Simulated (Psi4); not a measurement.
**GaSiH7O (SMILES [SiH3][OH+][GaH3-]): PBE/6-31G(d) (spherical functions)**

What is the vertical ionisation energy of GaSiH7O at PBE/6-31G* (spherical functions)? Input form: a Python script.

The calculation is run with Psi4 1.11.

7 further runs of the same task are left out: 5 that didn't finish, 2 set aside as unsound or not needed. Runs told in other sessions of the task aren't counted.

## Step 1: The system as given

The species is GaSiH7O (10 atoms), meant as a singlet with charge 0. As SMILES, `[SiH3][OH+][GaH3-]`. The shape is that of a PBE0-D4/def2-TZVP optimisation.

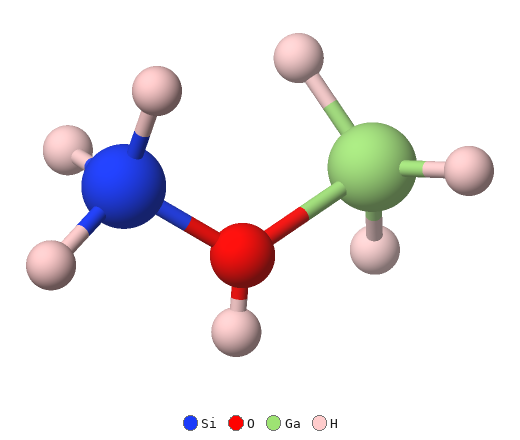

The structure, seen from a chosen angle (silicon blue, oxygen red, gallium green, hydrogen pink).

## Step 2: A single-point energy at PBE/6-31G(d) (spherical functions)

Input file gah7osi.py:

```python
import psi4

psi4.set_memory('2200 MB')
psi4.set_num_threads(1)
psi4.core.set_output_file('gah7osi.out', False)

geom = psi4.geometry("""
0 1
Si    -0.91595025     1.28520274    -2.43642389
O     -1.45924651    -0.44162900     0.18424830
Ga     1.66692741    -1.04123909     2.78772398
H     -3.33933503     1.39839733    -3.84559266
H      1.05068773     0.07691185    -4.01547904
H     -0.13152494     3.80439663    -1.53918193
H     -2.50180842    -1.91769407     0.01908623
H      0.57939003     0.27703385     5.21621102
H      3.56326758     0.47904557     1.04426266
H      1.64462865    -4.01680185     2.59062554
units au
symmetry c1
""")

psi4.set_options({
    'basis': '6-31G*',
    'puream': True,
    'e_convergence': 1e-09,
    'd_convergence': 1e-08,
    'scf_type': 'pk',
    'dft_radial_points': 99,
    'dft_spherical_points': 590,
})

E, wfn = psi4.energy('pbe', return_wfn=True)
psi4.oeprop(wfn, 'WIBERG_LOWDIN_INDICES', 'MULLIKEN_CHARGES', 'DIPOLE')
print(f'pbe energy: {E:.10f} Eh')
for k, v in sorted(psi4.core.scalar_variables().items()):
    print(f'{k:45s} {v:18.10f}')
```

Command:

```sh
python gah7osi.py
```

gah7osi.out, cut to the lines that bear on the results:

```text
[...]
  Running in c1 symmetry.
[...]
  Nuclear repulsion =  256.165787704500929
[...]
  Multiplicity = 1
[...]
  Nalpha       = 30
  Nbeta        = 30
[...]
    Number of basis functions: 78
[...]
   @RKS iter   1: -2290.65009402735313   -1.19485e+00   3.98776e-02 DIIS/ADIIS
[...]
   @RKS iter  13: -2292.92822871653971   -3.63798e-12   5.30655e-09 DIIS
[...]
    Orbital Energies [Eh]
    ---------------------
    Doubly Occupied:
       1A   -370.898430     2A    -65.450627     3A    -45.329035
       4A    -40.176353     5A    -40.173455     6A    -40.173332
       7A    -18.827115     8A     -5.259267     9A     -5.096792
      10A     -3.589232    11A     -3.580675    12A     -3.580298
      13A     -3.510155    14A     -3.506247    15A     -3.505763
      16A     -0.972257    17A     -0.704155    18A     -0.699694
      19A     -0.699167    20A     -0.696426    21A     -0.696263
      22A     -0.556113    23A     -0.470660    24A     -0.420070
      25A     -0.369090    26A     -0.345182    27A     -0.322032
      28A     -0.299173    29A     -0.241726    30A     -0.236930
[...]
  @RKS Final Energy: -2292.92822871653971
   => Energetics <=
    Nuclear Repulsion Energy =            256.1657877045009286
    One-Electron Energy =               -3702.5487463224012572
    Two-Electron Energy =                1260.0001589896642145
    DFT Exchange-Correlation Energy =    -106.5454290883037345
    Empirical Dispersion Energy =           0.0000000000000000
    VV10 Nonlocal Energy =                  0.0000000000000000
    Total Energy =                      -2292.9282287165397065
[...]
 Multipole Moments:
 ------------------------------------------------------------------------------------
     Multipole            Electronic (a.u.)      Nuclear  (a.u.)        Total (a.u.)
 ------------------------------------------------------------------------------------
 L = 1.  Multiply by 2.5417464519 to convert [e a0] to [Debye]
 Dipole X            :          4.3883197           -5.3705368           -0.9822171
 Dipole Y            :         -3.6874771            3.6780657           -0.0094114
 Dipole Z            :          8.8572364           -9.9690827           -1.1118463
 Magnitude           :                                                    1.4835906
[...]
  Mulliken Charges: (a.u.)
   Center  Symbol    Alpha    Beta     Spin     Total
       1    SI     6.74942  6.74942  0.00000  0.50117
       2     O     4.33144  4.33144  0.00000 -0.66287
       3    GA    15.62807 15.62807  0.00000 -0.25613
       4     H     0.52650  0.52650  0.00000 -0.05300
       5     H     0.51789  0.51789  0.00000 -0.03578
       6     H     0.51089  0.51089  0.00000 -0.02179
       7     H     0.26975  0.26975  0.00000  0.46050
       8     H     0.48060  0.48060  0.00000  0.03881
       9     H     0.49729  0.49729  0.00000  0.00543
      10     H     0.48816  0.48816  0.00000  0.02367
[...]
```

On the terminal:

```text
pbe energy: -2292.9282287165 Eh
CURRENT ENERGY                                  -2292.9282287165
CURRENT REFERENCE ENERGY                        -2292.9282287165
DD SOLVATION ENERGY                                 0.0000000000
DFT FUNCTIONAL TOTAL ENERGY                     -2292.9282287165
DFT TOTAL ENERGY                                -2292.9282287165
DFT VV10 ENERGY                                     0.0000000000
DFT XC ENERGY                                    -106.5454290883
GRID ELECTRONS ALPHA                               30.0000016885
GRID ELECTRONS BETA                                30.0000016885
GRID ELECTRONS TOTAL                               60.0000033770
NUCLEAR REPULSION ENERGY                          256.1657877045
ONE-ELECTRON ENERGY                             -3702.5487463224
PCM POLARIZATION ENERGY                             0.0000000000
PE ENERGY                                           0.0000000000
SCF ITERATION ENERGY                            -2292.9282287165
SCF ITERATIONS                                     13.0000000000
SCF TOTAL ENERGY                                -2292.9282287165
TWO-ELECTRON ENERGY                              1260.0001589897
XC GRID RADIAL POINTS                              99.0000000000
XC GRID SPHERICAL POINTS                          590.0000000000
XC GRID TOTAL POINTS                           555342.0000000000
```

It took 12 s on 1 thread of AMD EPYC 9R45 (Zen 5), shared host; peak memory 1.3 GiB.

## Step 3: The doublet cation: energy and gradient at UPBE/6-31G(d) (spherical functions)

Input file calc.py:

```python
import psi4

psi4.set_memory('2200 MB')
psi4.set_num_threads(1)
psi4.set_output_file('psi4.out', False)

molecule = psi4.geometry("""
1 2
Si
O 1 1.685497
Ga 2 2.176108 1 118.05296
H 1 1.484657 2 106.72622 3 -179.80058
H 1 1.479904 4 109.95331 2 119.88182
H 1 1.474754 5 111.98742 4 -124.69543
H 2 0.960275 1 117.65245 6 159.7671
H 3 1.57141 2 100.05588 7 -100.06767
H 3 1.582853 8 118.89619 2 98.21709
H 3 1.578095 8 119.62106 9 159.35152
symmetry c1
no_reorient
no_com
""")

options = {'basis': '6-31G*', 'reference': 'uks', 'puream': True, 'e_convergence': 1e-09, 'd_convergence': 1e-06, 'scf_type': 'pk', 'dft_radial_points': 99, 'dft_spherical_points': 590, 'maxiter': 150, 'level_shift': 0.3, 'level_shift_cutoff': 1e-09}
psi4.set_options(options)

E = psi4.gradient("PBE")
print('gradient / Eh bohr^-1')
print(E.np.round(6))
for k, v in sorted(psi4.core.scalar_variables().items()):
    print(f'{k:45s} {v:18.10f}')
```

Command:

```sh
python calc.py
```

psi4.out, cut to the lines that bear on the results:

```text
[...]
  Running in c1 symmetry.
[...]
  Nuclear repulsion =  256.165784262817851
[...]
  Multiplicity = 2
[...]
  Nalpha       = 30
  Nbeta        = 29
[...]
    Number of basis functions: 78
[...]
   @UKS iter   1: -2290.26215613290287   -8.06910e-01   3.97133e-02 ADIIS/DIIS/SHIFT
[...]
   @UKS iter 134: -2292.57286128439682   -2.00544e-10   9.30227e-07 DIIS/SHIFT
[...]
   @S^2 Observed:                7.542893990E-01
[...]
  @UKS Final Energy: -2292.57286128439682
   => Energetics <=
    Nuclear Repulsion Energy =            256.1657842628178514
    One-Electron Energy =               -3689.0163128140038680
    Two-Electron Energy =                1246.5159391306151520
    DFT Exchange-Correlation Energy =    -106.2382718638260002
    Empirical Dispersion Energy =           0.0000000000000000
    VV10 Nonlocal Energy =                  0.0000000000000000
    Total Energy =                      -2292.5728612843968222
  UHF NO Occupations:
  HONO-2 :   28  A 1.9996974
  HONO-1 :   29  A 1.9983242
[...]
  -Total Gradient:
     Atom            X                  Y                   Z
    ------   -----------------  -----------------  -----------------
       1       -0.004495257987    -0.014720319163     0.041008386210
       2       -0.006318984910     0.030915562299    -0.026992865886
       3        0.025358715128    -0.003948920561     0.024809497810
       4        0.001017035033    -0.002422213365    -0.001500761313
       5        0.005895618210     0.004322977103    -0.000041209021
       6       -0.004255809313     0.006298876435    -0.001475733824
       7        0.011417302531    -0.018535043704    -0.011327123163
       8       -0.016585049517     0.000731556664    -0.012673074244
       9       -0.012364416233     0.003676010719     0.003125591376
      10        0.000349293357    -0.006320523840    -0.014944664021
[...]
```

The script printed:

```text
gradient / Eh bohr^-1
[[-4.4950e-03 -1.4720e-02  4.1008e-02]
 [-6.3190e-03  3.0916e-02 -2.6993e-02]
 [ 2.5359e-02 -3.9490e-03  2.4809e-02]
 [ 1.0170e-03 -2.4220e-03 -1.5010e-03]
 [ 5.8960e-03  4.3230e-03 -4.1000e-05]
 [-4.2560e-03  6.2990e-03 -1.4760e-03]
 [ 1.1417e-02 -1.8535e-02 -1.1327e-02]
 [-1.6585e-02  7.3200e-04 -1.2673e-02]
 [-1.2364e-02  3.6760e-03  3.1260e-03]
 [ 3.4900e-04 -6.3210e-03 -1.4945e-02]]
CURRENT ENERGY                                  -2292.5728612844
CURRENT REFERENCE ENERGY                        -2292.5728612844
DD SOLVATION ENERGY                                 0.0000000000
DFT FUNCTIONAL TOTAL ENERGY                     -2292.5728612844
DFT TOTAL ENERGY                                -2292.5728612844
DFT VV10 ENERGY                                     0.0000000000
DFT XC ENERGY                                    -106.2382718638
GRID ELECTRONS ALPHA                               30.0000013766
GRID ELECTRONS BETA                                29.0000010393
GRID ELECTRONS TOTAL                               59.0000024158
NUCLEAR REPULSION ENERGY                          256.1657842628
ONE-ELECTRON ENERGY                             -3689.0163128140
PCM POLARIZATION ENERGY                             0.0000000000
PE ENERGY                                           0.0000000000
SCF ITERATION ENERGY                            -2292.5728612844
SCF ITERATIONS                                    134.0000000000
SCF TOTAL ENERGY                                -2292.5728612844
TWO-ELECTRON ENERGY                              1246.5159391306
XC GRID RADIAL POINTS                              99.0000000000
XC GRID SPHERICAL POINTS                          590.0000000000
XC GRID TOTAL POINTS                           555342.0000000000
```

Wall time 2.5 min (1 thread of AMD EPYC 9R45 (Zen 5), shared host); peak memory 1.3 GiB.

## Step 4: Summary of results

Level: PBE/6-31G* (spherical functions).

| quantity | value |
| --- | --- |
| singlet GaSiH7O: total energy | -2292.92823 Eh |
| singlet GaSiH7O: dipole moment | 3.77 D |
| singlet GaSiH7O: HOMO energy | -6.45 eV |
| singlet GaSiH7O: LUMO energy | -1.53 eV |
| singlet GaSiH7O: HOMO–LUMO gap | 4.91 eV |
| doublet cation: total energy | -2292.57286 Eh |
| doublet cation: HOMO energy (highest over α and β) | -12.59 eV |
| doublet cation: ⟨S²⟩ | 0.754 |
| doublet cation: largest force on an atom | 2.252 eV/Å |
| vertical ionisation energy (to the doublet cation) | 9.670 eV |

What this shows: Removing an electron at fixed nuclei costs 9.67 eV (933 kJ/mol). The negative HOMO energy of the first species, 6.45 eV, lies 3.22 eV below that difference. Mulliken charges (singlet GaSiH7O) run from -0.66 on O2 to +0.50 on Si1.
